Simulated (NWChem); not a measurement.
**PN (phosphorus nitride): CCSD/jorge-DZP**

Aim: the vertical ionisation energy of PN (phosphorus nitride) at CCSD/jorge-DZP, from 2 runs. 

Program for the calculation: NWChem 7.3.0.

**1. The molecule**

PN: 2 atoms, total charge 0, spin state singlet. As SMILES, `N#P`. Geometry: the measured bond length.

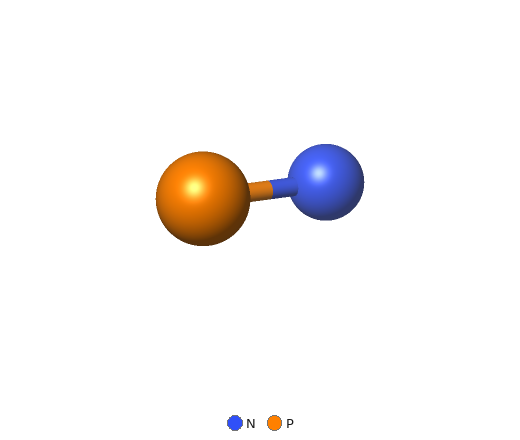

The structure, seen from a chosen angle (nitrogen blue, phosphorus orange).

**2. The energy at CCSD/jorge-DZP**

File work.nw:

```
start work
memory 2200 mb
geometry units angstrom noautosym nocenter noautoz
 N      0.000000     0.000000     0.000000
 P      0.000000     0.000000     1.490866
end
basis "ao basis" spherical bse
 * library jorge-DZP
end
scf
 thresh 1e-08
 maxiter 80
 noprint "final vectors analysis"
end
ccsd
 freeze core 6
 maxiter 60
end
task ccsd energy
```

On the command line:

```bash
$ nwchem work.nw > work.out
```

Standard output:

```text
[...]
  functions       =    39
[...]
  wavefunction    = RHF
[...]
         Total SCF energy =   -395.146331816709
      One-electron energy =   -619.615645521539
      Two-electron energy =    187.199960761663
 Nuclear repulsion energy =     37.269352943167
        Time for solution =      1.9s
[...]
 Total MP2 energy:           -395.439799192424857
[...]
             energy      energy      error      ampl     ampl      Block
                                                time     time      time
[...]
 Total CCSD energy:           -395.441069092504051
[...]
```

Wall time 8.1 s (1 thread of Intel Xeon Platinum 8375C at 2.90GHz (Ice Lake), shared host); peak memory 0.098 GiB.

**3. The doublet cation**

File np.nw:

```
start np
memory total 2200 mb
charge 1

geometry units angstrom noautosym nocenter noautoz
N     0.000000    0.000000    0.000000
P     0.000000    0.000000    1.490866
end

basis "ao basis" spherical bse
N library jorge-DZP
P library jorge-DZP
end

scf
nopen 1
uhf
thresh 1e-08
maxiter 80
noprint "final vectors analysis"
end

tce
scf
ccsd
freeze core 6
maxiter 60
end

task tce energy
```

On the command line:

```bash
$ nwchem np.nw > np.out
```

Standard output:

```text
[...]
  functions       =    39
[...]
  wavefunction    = UHF
[...]
         Total SCF energy =   -394.774515933367
      One electron energy =   -611.921399282165
      Two electron energy =    179.877530405631
 Nuclear repulsion energy =     37.269352943167
                       Sz =      0.5000
                 Sz(Sz+1) =      0.7500
                      S^2 =      1.4938
[...]
         Wavefunction type : Unrestricted Hartree-Fock
          No. of electrons :    21
[...]
         Spin multiplicity : doublet
[...]
 CCSD total energy / hartree       =      -395.019589832307190
[...]
```

Run time: 7.5 s. Hardware: 1 thread of Intel Xeon Platinum 8375C at 2.90GHz (Ice Lake), shared host; peak memory 0.15 GiB.

**4. Summary of results**

At CCSD/jorge-DZP, 6 core orbitals frozen:

| quantity | value |
| --- | --- |
| singlet PN: total energy | -395.44107 Eh |
| singlet PN: correlation energy (6 core orbitals frozen) | -294.7 mEh |
| doublet cation: total energy | -395.01959 Eh |
| doublet cation: correlation energy (6 core orbitals frozen) | -245.1 mEh |
| doublet cation: ⟨S²⟩ of the reference determinant | 1.494 |
| vertical ionisation energy (to the doublet cation) | 11.469 eV |

What this shows: The vertical ionisation energy comes to 11.47 eV (264 kcal/mol). ⟨S²⟩ (doublet cation) is 1.49 where a pure doublet has 0.75: the reference is spin-contaminated.
